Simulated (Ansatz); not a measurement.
B3 (charge +1)

Input

```
crystal:
  periodic: [false, false, false]
  atoms:
    - {symbol: B, position_ang: [0.786756, 0.454937, -0.014501]}
    - {symbol: B, position_ang: [-0.786643, 0.450212, -0.068311]}
    - {symbol: B, position_ang: [-0.000113, -0.905159, 0.082812]}
basis:
  gaussian: {orbitals: def2-TZVP, initial_orbitals: start.molden}
total_charge: 1
hamiltonian: {xc: pbe0, dispersion: d4}
output: {orbitals: {seedname: orbitals}}
```

Command:

```sh
ansatz run in.yaml --threads 4 --pin off --events-out ev --progress --plain --max-ram 3916MiB
```

Geometry: PBE-D4/def2-TZVP.

Level of theory: RKS PBE0-D4/def2-TZVP in Ansatz.

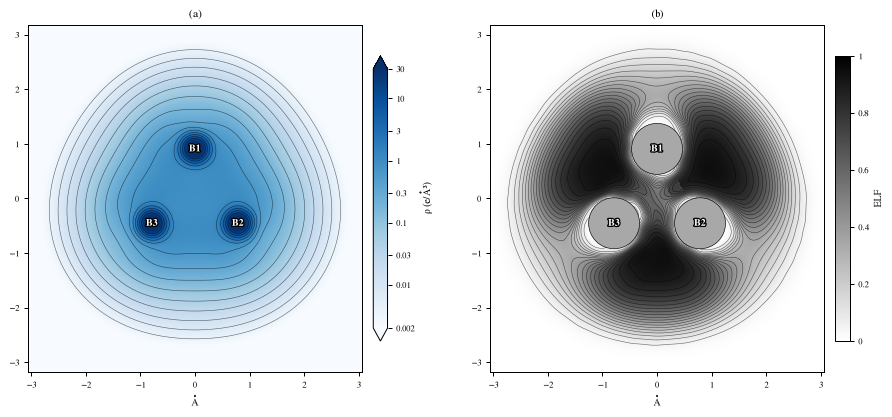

Figure 1. (a) electron density; (b) electron localisation function on the molecular plane. Grey discs cover the atomic cores in the ELF map.

### What does the map show?

- Atoms in the plane: B.
- B–B (1.57 Å): ρ at the midpoint is about 0.98 e/Å³; the ELF peaks at about 0.75 between the atoms, as expected for localised, covalent bonding.

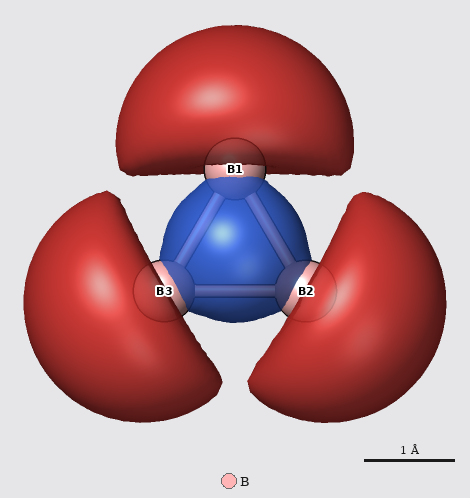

Figure 2. One frontier orbital at ±0.1 Å⁻³ᐟ² (red and blue are the two phases), seen across its widest extent.

### Which orbital is it: HOMO or LUMO?

The LUMO, at −12.00 eV. By Hirshfeld shares it lies mainly on B1 (about 35 %), B2 (about 35 %) and B3 (about 35 %); it is symmetric in the molecular plane (an in-plane orbital: σ, lone-pair or in-plane π type).

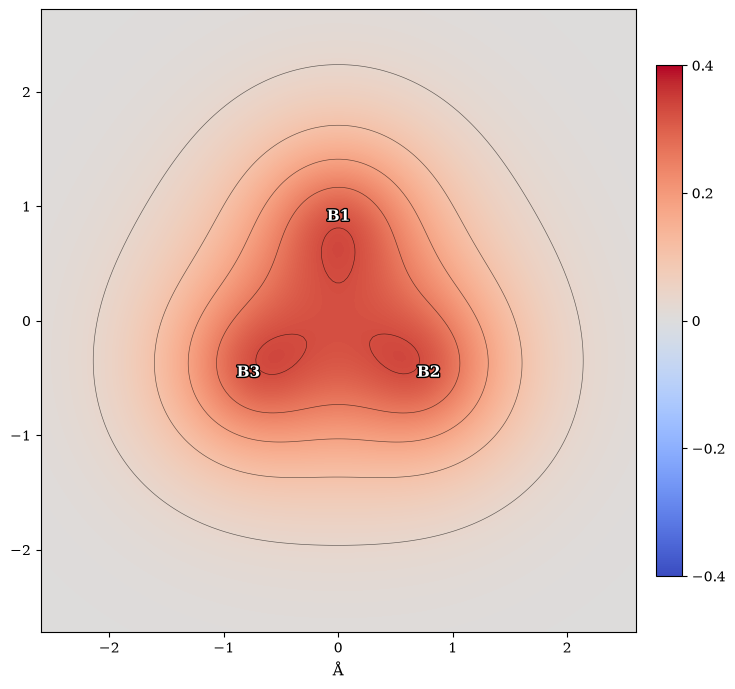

Figure 3. The HOMO on a plane 0.8 Å above the molecular plane (values in Å⁻³ᐟ²; the overall sign is arbitrary).

### Describe this orbital and give its energy.

By Hirshfeld shares it lies mainly on B1 (about 35 %), B2 (about 35 %) and B3 (about 35 %); it changes sign across the molecular plane (π type); π-bonding across B1–B2, B1–B3 and B2–B3. Its energy is −14.77 eV.
